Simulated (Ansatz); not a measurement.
```xyz
8

F    -1.4758   -0.2102    1.0495
C    -0.2136    0.1655    0.7099
C     0.0580   -0.1358   -0.7422
F    -0.8155    0.5224   -1.5303
F    -0.0756   -1.4558   -0.9807
H     0.5183   -0.3802    1.3299
H    -0.0883    1.2489    0.8781
H     1.0847    0.1713   -1.0190
```

Theory: RKS PBE0/def2-SVP in Ansatz.

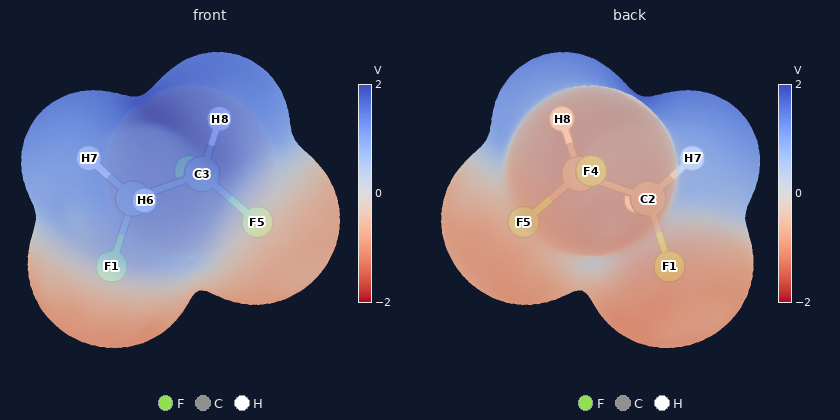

C$_{2}$H$_{3}$F$_{3}$ (SMILES FCC(F)F). The molecular electrostatic potential painted on the density surface at 0.002 e/bohr³, seen from the front and from behind; the colour scale runs from red (negative) to blue (positive).

**Where is the surface potential most negative and most positive?**

The most negative region (about −1.0 V, or −23 kcal/mol for a unit charge) lies over F1, the most positive (about +1.9 V, or +44 kcal/mol for a unit charge) over C2.
